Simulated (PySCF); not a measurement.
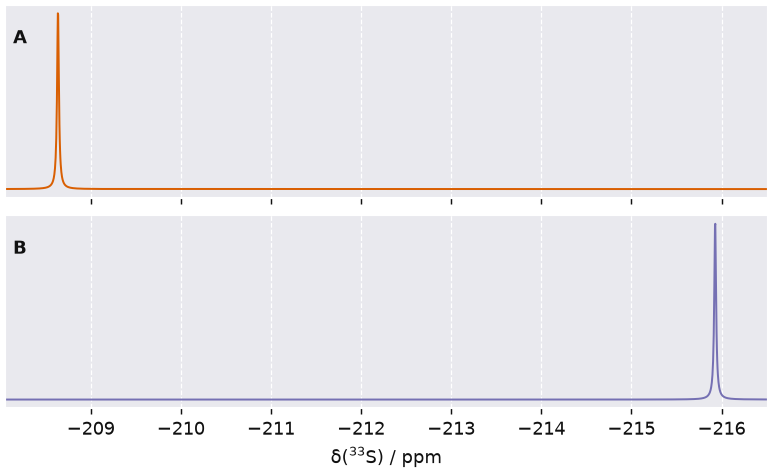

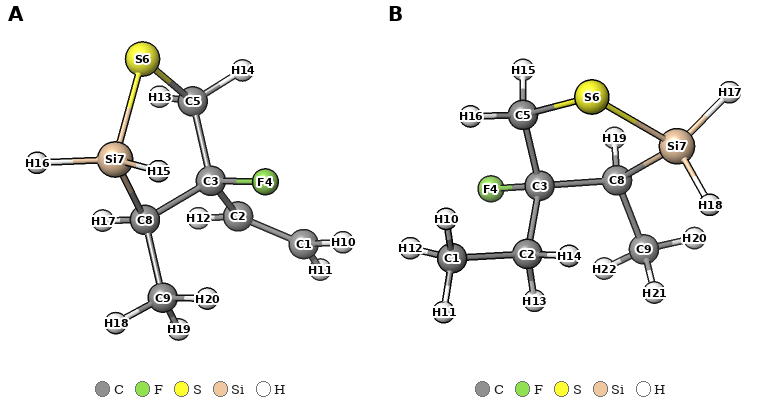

Related molecules: A is C₆H₁₁FSSi, SMILES C=C[C@@]1(F)CS[SiH2][C@@H]1C; B is C₆H₁₃FSSi, SMILES CC[C@@]1(F)CS[SiH2][C@H]1C. GIAO ³³S shifts against CS₂, PBE0/pcSseg-1, PySCF 2.14.0, at a GFN2-xTB geometry (no frequency check); fully decoupled, line heights follow the number of nuclei within a panel, widths are arbitrary (no quadrupolar broadening); values of one conformer, averaged over methyl-type rotors and exact or near symmetry; other conformers aren't averaged in.

Q: How does the ³³S shift respond?

A: From A (−208.6 ppm) to B (−215.9 ppm) the nucleus is shielded by 7.3 ppm.

Limits of at least one run: the tight-binding geometry is rougher than a DFT one and adds to the error.
